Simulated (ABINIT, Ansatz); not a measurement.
# KAg (Pm-3m): zone-centre phonons, part 2 of 2

Aim: the zone-centre modes of KAg (Pm-3m).

ABINIT 10.8.3; DFT LDA, scalar-relativistic, plane waves, PseudoDojo norm-conserving pseudopotentials.

So far. Step 3 (Ground state): The cell stands at -0.21 GPa: the relaxation ran with a smoothed and higher cutoff, and the difference is a stress of the finite basis. Step 4 (Zone-centre response): The acoustic modes at Γ come out as far as 7.7 cm⁻¹ from zero, where they should vanish, a small numerical error. The relaxed cell has a = 3.852 Å (conventional setting).

The structure was built from a prototype and need not be the compound's stable phase.

### 5. Zone-centre analysis

anaddb reads the merged derivatives and imposes the acoustic sum rule.

Contents of anaddb.abi:

```
ddb_filepath "gamma_DDB"
output_file "anaddb.abo"
outdata_prefix "anaddb"
asr 1
chneut 1
enunit 2
eivec 1
nph1l 1
qph1l 0.0 0.0 0.0 1.0
```

Contents of mrgddb.in:

```
gamma_DDB
merged
2
dfpt_gammao_DDB
gso_DDB
```

The run is started by

```bash
> mrgddb < mrgddb.in > mrgddb.log
> OMP_NUM_THREADS=1 anaddb anaddb.abi > anaddb.log
```

anaddb.abo, the main output file:

```text
-outvars_anaddb: echo values of input variables ----------------------

 Miscellaneous information :
      enunit         2
       eivec         1
         asr         1
 First list of wavevector (reduced coord.) :
       nph1l         1
       qph1l
                     0.00000000E+00  0.00000000E+00  0.00000000E+00    1.000E+00

================================================================================

 read the DDB information and perform some checks

  ==== Info on the Cryst% object ====
 Real(R)+Recip(G) space primitive vectors, cartesian coordinates (Bohr,Bohr^-1):
 R(1)=  7.2784569  0.0000000  0.0000000  G(1)=  0.1373918  0.0000000  0.0000000
 R(2)=  0.0000000  7.2784569  0.0000000  G(2)=  0.0000000  0.1373918  0.0000000
 R(3)=  0.0000000  0.0000000  7.2784569  G(3)=  0.0000000  0.0000000  0.1373918
 Unit cell volume ucvol=  3.8558306E+02 bohr^3
 Angles (23,13,12)=  9.00000000E+01  9.00000000E+01  9.00000000E+01 degrees
 Time-reversal symmetry is present
 Reduced atomic positions [iatom, xred, symbol]:
    1)    0.5000000  0.5000000  0.5000000   K
    2)    0.0000000  0.0000000  0.0000000  Ag

 DDB file with 3 blocks has been read.

================================================================================

 Treat the first list of vectors

  Phonon wavevector (reduced coordinates) :  0.00000  0.00000  0.00000
 Phonon energies in Hartree :
   0.000000E+00  0.000000E+00  0.000000E+00  5.327873E-04  5.327873E-04
   5.327873E-04
 Phonon energies in meV     :
-  0.000000E+00  0.000000E+00  0.000000E+00  1.449788E+01  1.449788E+01
-  1.449788E+01
 Phonon frequencies in cm-1    :
-  0.000000E+00  0.000000E+00  0.000000E+00  1.169333E+02  1.169333E+02
-  1.169333E+02
 Phonon frequencies in Thz     :
-  0.000000E+00  0.000000E+00  0.000000E+00  3.505572E+00  3.505572E+00
-  3.505572E+00
 Phonon energies in Kelvin  :
-  0.000000E+00  0.000000E+00  0.000000E+00  1.682409E+02  1.682409E+02
-  1.682409E+02

 Eigendisplacements
 (will be given, for each mode : in cartesian coordinates
   for each atom the real part of the displacement vector,
   then the imaginary part of the displacement vector - absolute values smaller than 1.0d-7 are set to zero)
  Mode number    1   Energy    0.000000E+00
 Attention : low frequency mode.
   (Could be unstable or acoustic mode)
-  1  0.00000000E+00  0.00000000E+00  1.93201558E-03
-     0.00000000E+00  0.00000000E+00  0.00000000E+00
-  2  0.00000000E+00  0.00000000E+00  1.93201648E-03
-     0.00000000E+00  0.00000000E+00  0.00000000E+00
  Mode number    2   Energy    0.000000E+00
 Attention : low frequency mode.
   (Could be unstable or acoustic mode)
-  1  0.00000000E+00 -1.93201558E-03  0.00000000E+00
-     0.00000000E+00  0.00000000E+00  0.00000000E+00
-  2  0.00000000E+00 -1.93201648E-03  0.00000000E+00
-     0.00000000E+00  0.00000000E+00  0.00000000E+00
  Mode number    3   Energy    0.000000E+00
 Attention : low frequency mode.
   (Could be unstable or acoustic mode)
-  1  1.93201558E-03  0.00000000E+00  0.00000000E+00
-     0.00000000E+00  0.00000000E+00  0.00000000E+00
-  2  1.93201648E-03  0.00000000E+00  0.00000000E+00
-     0.00000000E+00  0.00000000E+00  0.00000000E+00
  Mode number    4   Energy    5.327873E-04
-  1  0.00000000E+00  0.00000000E+00  3.20906568E-03
-     0.00000000E+00  0.00000000E+00  0.00000000E+00
-  2  0.00000000E+00  0.00000000E+00 -1.16316907E-03
-     0.00000000E+00  0.00000000E+00  0.00000000E+00
  Mode number    5   Energy    5.327873E-04
-  1  0.00000000E+00  3.20906568E-03  0.00000000E+00
-     0.00000000E+00  0.00000000E+00  0.00000000E+00
-  2  0.00000000E+00 -1.16316907E-03  0.00000000E+00
-     0.00000000E+00  0.00000000E+00  0.00000000E+00
  Mode number    6   Energy    5.327873E-04
-  1  3.20906568E-03  0.00000000E+00  0.00000000E+00
-     0.00000000E+00  0.00000000E+00  0.00000000E+00
-  2 -1.16316907E-03  0.00000000E+00  0.00000000E+00
-     0.00000000E+00  0.00000000E+00  0.00000000E+00

 Analysis of degeneracies and characters (maximum tolerance=1.00E-06 a.u.)
 For each vibration mode, or group of modes if degenerate,
 the characters are given for each symmetry operation (see the list in the log file).
 Symmetry characters of vibration mode #   1
       degenerate with vibration modes #   2 to    3
  3.0 -3.0 -1.0  1.0 -1.0  1.0 -1.0  1.0  1.0 -1.0 -1.0  1.0  1.0 -1.0 -1.0  1.0
  0.0 -0.0  0.0 -0.0 -0.0  0.0 -0.0  0.0  1.0 -1.0 -1.0  1.0 -1.0  1.0  1.0 -1.0
  0.0 -0.0 -0.0  0.0 -0.0  0.0  0.0 -0.0  1.0 -1.0  1.0 -1.0 -1.0  1.0 -1.0  1.0
 Symmetry characters of vibration mode #   4
       degenerate with vibration modes #   5 to    6
  3.0 -3.0 -1.0  1.0 -1.0  1.0 -1.0  1.0  1.0 -1.0 -1.0  1.0  1.0 -1.0 -1.0  1.0
  0.0 -0.0  0.0 -0.0 -0.0  0.0 -0.0  0.0  1.0 -1.0 -1.0  1.0 -1.0  1.0  1.0 -1.0
  0.0 -0.0 -0.0  0.0 -0.0  0.0  0.0 -0.0  1.0 -1.0  1.0 -1.0 -1.0  1.0 -1.0  1.0
-
```

Elapsed: 0.49 s, on 1 thread of Arm Neoverse V1, shared host.

This step gave:

```
highest optical zone-centre mode (no LO-TO term) : 116.9 cm⁻¹
lowest optical zone-centre mode                  : 116.9 cm⁻¹
```

No LO-TO term; unit eigenvectors of the mass-weighted matrix, from anaddb's displacements. Modes at Γ, with each element's share of the kinetic energy:

| mode | frequency (cm⁻¹) | symmetry | K % | Ag % |
| --- | --- | --- | --- | --- |
| 1 | 0.0 | acoustic | 27 | 73 |
| 2 | 0.0 | acoustic | 27 | 73 |
| 3 | 0.0 | acoustic | 27 | 73 |
| 4 | 116.9 | T1u | 73 | 27 |
| 5 | 116.9 | T1u | 73 | 27 |
| 6 | 116.9 | T1u | 73 | 27 |

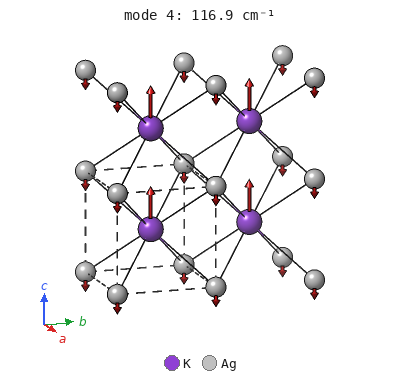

Displacement patterns of mode 4 at Γ; arrows are exaggerated. 1×2×2 cells are drawn. Some periodic images of atoms are drawn too.

The rule also moves an optical mode by 0.8 cm⁻¹.

### 6. Cross-check with Ansatz

A second program on the same cell, potentials, cutoff and meshes tests the implementation of the phonon response, not its convergence.

This step: DFT LDA, scalar-relativistic, plane waves, PseudoDojo norm-conserving pseudopotentials (Ansatz 0.2.0).

Contents of input.yaml:

```yaml
crystal:
  lattice:
    - [3.8515935328, 0.0, 0.0]
    - [0.0, 3.8515935328, 0.0]
    - [0.0, 0.0, 3.8515935328]
  atoms:
    - { symbol: K, position: [0.5, 0.5, 0.5] }
    - { symbol: Ag, position: [0.0, 0.0, 0.0] }
kpoints:
  mp_grid: { grid: [8, 8, 8] }
hamiltonian:
  xc: lda
  pseudopotentials: { kind: nc, accuracy: standard }
scf:
  occupations: { method: gaussian, width: 0.27211 }
output:
  eigenvalues: true
basis:
  ecutwfc: 1061.244
phonons:
  method: dfpt
```

The run is started by

```bash
> ansatz run input.yaml --threads 4 --pin off --max-ram 8192MiB --backend cpu --events-out ev --progress --plain --runs-dir out
```

The log of the run:

```text
Warning: basis.ecutwfc = 1061.244 eV is below the records' recommended 1170.089609 eV, and the density's cutoff is lower with it unless basis.ecutrho_ratio is high enough to keep the records' density cutoff: compare with a run at a higher cutoff
Engine: ansatz 0.2.0, aarch64-unknown-linux-gnu
Pseudopotentials: kind: nc
Pseudopotential: K, nc, valence charge 9, recommended cutoff 979.609905 eV (normal), K.nc.azcp (PseudoDojo's, or run here from an input of PseudoDojo's; its table is named by hamiltonian.pseudopotentials.accuracy)
Pseudopotential: Ag, nc, valence charge 19, recommended cutoff 1170.089609 eV (normal), Ag.nc.azcp (PseudoDojo's, or run here from an input of PseudoDojo's; its table is named by hamiltonian.pseudopotentials.accuracy)
Functional definition: SPW92
  exchange = slater_x
  correlation = pw_c
Crystal: 2 atoms, lattice volume = 57.138 Å³
Basis set: ecut = 1061.244 eV, 4457 PW (Γ), exchange–correlation on 90×90×90 points (8 copies of the dense FFT grid, shifted against one another)
Bands: 18, of which v1, the nominal top of the filled ones, is band 14 counted from 1 (13 counted from 0)
Symmetry: 48 space group operations
k-points: 75 of 512 (irreducible under 8 space group operations, time reversal used)
Non-local potential: K, projectors of the file, l = 0: 2, l = 1: 2, l = 2: 2
Non-local potential: Ag, projectors of the file, l = 0: 2, l = 1: 2, l = 2: 2
Initial density: superposition of atomic densities (chi_scale 0.1, normalization cell, long waves kept (reshape's long-wave potential 0.00 eV rms))
Initial wavefunctions: pseudopotential atomic-orbital guess
Functional: x = slater, c = lda
SCF iter   1: F=—  HF=-5032.958664 eV  |F-HF|=—  |Δ(HF+E_count)|=         —  Δρ=1.03e-1  dr2=7.98e0  ethr=3.10e-3  ⟨swp⟩=7.5  Hψ=8341  notcnv=0
preconditioner: auto → Kerker (q_TF=auto, 2.423 Å⁻¹)  [metal: Δε(μ)=0.046 eV  Ē_g=9.827 eV  σ=0.272 eV  W_gap=0.09  n_scr=18 (ndim 8)  ℏωp=20.8 eV  f_vac=0.000  D(μ)=0.54/eV (n_scr^D=0)]
SCF iter   2: F=—  HF=-5031.299944 eV  |F-HF|=—  |Δ(HF+E_count)|=    1.66e0  Δρ=2.59e-2  dr2=3.15e-1  ethr=3.10e-3  ⟨swp⟩=3.0  Hψ=3477  notcnv=0
SCF iter   3: F=—  HF=-5031.203804 eV  |F-HF|=—  |Δ(HF+E_count)|=   9.61e-2  Δρ=1.17e-2  dr2=1.33e-1  ethr=1.13e-3  ⟨swp⟩=1.4  Hψ=2180  notcnv=0
SCF iter   4: F=—  HF=-5031.141542 eV  |F-HF|=—  |Δ(HF+E_count)|=   6.23e-2  Δρ=3.17e-3  dr2=1.20e-2  ethr=4.74e-4  ⟨swp⟩=2.2  Hψ=2159  notcnv=0
SCF iter   5: F=—  HF=-5031.136655 eV  |F-HF|=—  |Δ(HF+E_count)|=   4.89e-3  Δρ=1.13e-3  dr2=8.31e-4  ethr=4.29e-5  ⟨swp⟩=2.1  Hψ=2541  notcnv=0
SCF iter   6: F=—  HF=-5031.136604 eV  |F-HF|=—  |Δ(HF+E_count)|=   5.08e-5  Δρ=2.54e-4  dr2=3.79e-5  ethr=2.97e-6  ⟨swp⟩=2.1  Hψ=2175  notcnv=0
SCF iter   7: F=—  HF=-5031.136610 eV  |F-HF|=—  |Δ(HF+E_count)|=   5.53e-6  Δρ=5.21e-5  dr2=1.36e-6  ethr=1.35e-7  ⟨swp⟩=2.3  Hψ=2178  notcnv=0
SCF iter   8: F=—  HF=-5031.136519 eV  |F-HF|=—  |Δ(HF+E_count)|=   9.12e-5  Δρ=1.07e-5  dr2=9.12e-8  ethr=4.85e-9  ⟨swp⟩=2.5  Hψ=2185  notcnv=0
SCF iter   9: F=—  HF=-5031.136519 eV  |F-HF|=—  |Δ(HF+E_count)|=   1.57e-8  Δρ=2.00e-6  dr2=2.99e-9  ethr=3.26e-10  ⟨swp⟩=2.2  Hψ=1939  notcnv=0
SCF iter  10: F=—  HF=-5031.136519 eV  |F-HF|=—  |Δ(HF+E_count)|=  3.66e-10  Δρ=3.74e-7  dr2=5.66e-11  ethr=1.07e-11  ⟨swp⟩=2.2  Hψ=2227  notcnv=0
SCF iter  11: F=-5031.136519 eV  HF=-5031.136519 eV  |F-HF|=1.82e-12  |Δ(HF+E_count)|=  2.27e-11  Δρ=5.97e-8  dr2=1.21e-12  ethr=1.00e-12  ⟨swp⟩=9.6  Hψ=8990  notcnv=0
SCF 1 converged in 11 iterations: F = -5031.136519 eV  dr2 = 1.21e-12
DFPT response loops at Γ: preconditioner auto → Kerker (q_TF=auto, 2.423 Å⁻¹) (partly filled bands, converged f_vac=0.002); β = 1.00, the filter's whole step (`scf.mixing.beta` (0.50) is not read by the response loops under this deck's `scf.mixing.preconditioner`; to damp them name `kerker` or `kerker_dos`, under which they read `scf.mixing.beta`, and type it under 1.00, their step now; both keys bind the ground state too); Broyden in place of MSR1
SCF converged after 11 iterations
Free energy (F): -5031.136519 eV
Harris-Foulkes:  -5031.136519 eV  (|F-HF|=1.82e-12)
Internal energy: -5031.124539 eV  (E = F + TS)
E sigma→0 (E₀):  -5031.130529 eV
Entropy (-TS):   -0.011980 eV (-5.990 meV/atom)
Fermi energy:    7.463872 eV
--- Per-component energies (eV) ---
  E_band       = -488.362724
  E_kinetic    = 1718.260425
  E_local      = -4729.101612  (includes V_loc(G=0)·N_el)
  E_nonlocal   = 55.172735
  E_hartree    = 1576.461211
  E_xc         = -794.961697
  E_vxc        = -685.616706  (∫ρ·V_xc dr)
  E_ewald      = -2856.955601
  E_smearing   = -0.011980  (= −TS)
  E_closure    = 0.000000  (closes the sum)
  Σ components = -5031.136519   (vs F -5031.136519, Δ=0.00e0)
--- Band table (eV; the first three rows and the last of 75) ---
  k-point 0: bands = [... 10 lower, 3.4174, 3.7554, 3.7554, 3.7554, 11.8691, 11.8691, 13.9082, 13.9082]
  k-point 1: bands = [... 10 lower, 3.6235, 3.7417, 3.7417, 3.7598, 11.2971, 11.8896, 13.5760, 13.5760]
  k-point 2: bands = [... 10 lower, 3.7094, 3.7094, 3.7708, 4.2334, 9.8324, 11.9429, 13.0268, 13.0268]
  k-point 74: bands = [... 10 lower, 3.5175, 3.9850, 3.9850, 8.9067, 8.9067, 8.9067, 9.5625, 14.6693]
--- Phonons (Γ-DFPT): 2 representative perturbations + reference, on 75 of 512 k-points (Σ response iterations 6) ---
  k mesh reduced under 8 symmetry operations, with k and −k counted as one. Each operation leaves every solved perturbation unchanged. A smaller set is not used because it would not reduce the number of displacements times k-points to solve
  ASR residual: 1.279e-4 → 0.000e0 eV/Å²; symmetrization residual: 5.699e-6 eV/Å²
  ASR residual per site (eV/Å²): 2.71e-6 1.28e-4
  Γ frequencies (cm⁻¹): 0.00 0.00 0.00 116.96 116.96 116.96
  non-analytic LO–TO correction: not included (Born effective charges unavailable; polar crystals: no LO–TO splitting at Γ)
```

Run time: 19 s. Hardware: 4 threads; peak memory 0.96 GiB; 76 s of CPU time.

This step gave:

```
sum-rule residual before enforcement             : 1.28e-4 eV/Å²
highest optical zone-centre mode (no LO-TO term) : 117.0 cm⁻¹
lowest optical zone-centre mode                  : 117.0 cm⁻¹
```

### 7. The two compared: ABINIT PseudoDojo and Ansatz, PseudoDojo

Numbers from this step:

* root-mean-square difference: 0.03 cm⁻¹
* largest difference: 0.03 cm⁻¹

Frequencies side by side, by row:

| q (reciprocal lattice) | mode | ABINIT PseudoDojo (cm⁻¹) | Ansatz, PseudoDojo (cm⁻¹) |
| --- | --- | --- | --- |
| 0 0 0 | 1 | 0 | 0 |
| 0 0 0 | 2 | 0 | 0 |
| 0 0 0 | 3 | 0 | 0 |
| 0 0 0 | 4 | 116.9 | 117 |
| 0 0 0 | 5 | 116.9 | 117 |
| 0 0 0 | 6 | 116.9 | 117 |

At the zone centre the largest difference (acoustic modes at Γ apart) is 0.03 % of the highest mode.

### 8. Outcome

| Item | Value |
| --- | --- |
| space group after relaxation | Pm-3m |
| volume per atom | 28.6 Å³ |
| highest optical zone-centre mode (no LO-TO term) | 116.9 cm⁻¹ |
| imaginary optical modes at the zone centre (no q mesh in this session) | none |
| largest difference from Ansatz, PseudoDojo | 0.03 cm⁻¹ |

In words: At the LDA level the optical modes of KAg (Pm-3m) at the zone centre lie at 117 cm⁻¹. ABINIT PseudoDojo and Ansatz, PseudoDojo agree to 0.03 cm⁻¹ (0.03 % of the highest mode compared) on all solved modes but the acoustic ones at Γ, without the LO-TO term. These are harmonic frequencies at zero temperature: anharmonic shifts and linewidths and thermal expansion are left out. In a metal the frequencies hang on the k mesh and the smearing, most of all near Kohn anomalies. Ansatz warns that the cutoff lies 9 % under the one recommended for these files; agreement at one cutoff is not convergence. The structure is a hypothetical one, built on a prototype.

[Host names and launcher messages were left out of these logs when they were recorded.]

[Logs are printed without paths, hosts, clocks, repeated set-up lines and the standing remarks that a program may print on its own settings, such as how far it seeks lower states.]

[Hosts, paths, dates, database ids (printed as entryN), source tags and the programs' standing remarks are cut or masked in the printed files.]
